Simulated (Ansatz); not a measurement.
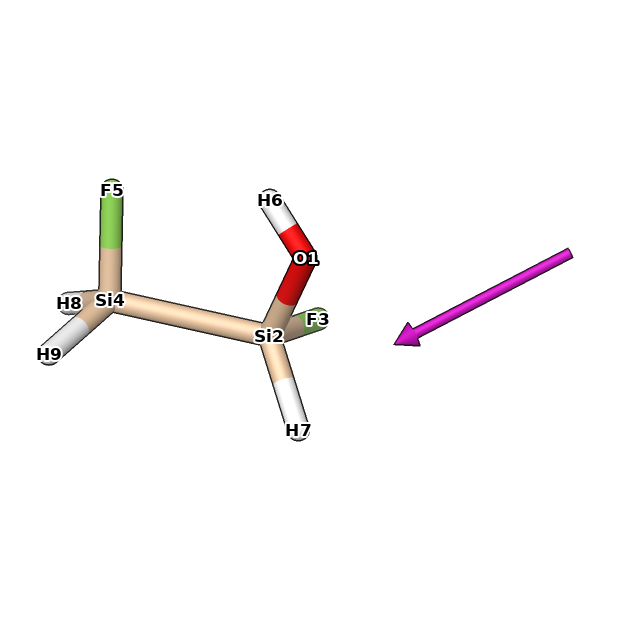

The arrow beside the molecule shows the direction of the dipole moment, from the negative to the positive end (its length means nothing). Computed geometry: PBE-D4/def2-SVP optimisation. No frequency run is at hand to confirm it as a minimum. Level of theory: RKS PBE-D4/def2-SVP (Ansatz 0.2.0).

Question: How large is the dipole moment?

Answer: 1.55 D; it points from the side of O1, F3 to the side of H9 (the outermost atoms at the two ends).
